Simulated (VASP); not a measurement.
Band structure of CsI (CsCl type). Computed with PBEsol GGA, VASP's PBE PAW potentials (set 64) (plane waves; VASP).

Unless said otherwise, spin-orbit coupling is left out, though it shifts the bands of the heavy elements here.

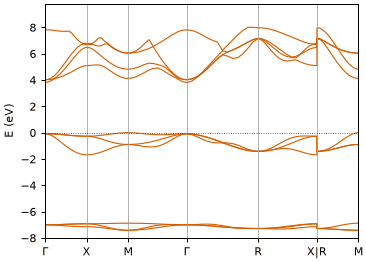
Figure: Bands along high-symmetry lines, zero at the valence-band maximum or, without a gap, the Fermi level

Read the plot: is there a gap, and where are the band edges?

The gap is indirect, 3.81 eV, from the valence maximum at M to the conduction minimum at Γ. (Edges off the drawn lines would not show.)

Measured: gap 6.20 eV (computed value off by -2.39 eV), as given by Aguado et al., (1998), arXiv:cond-mat/9809176.

The compound is CsI in the CsCl type structure. It was relaxed first.
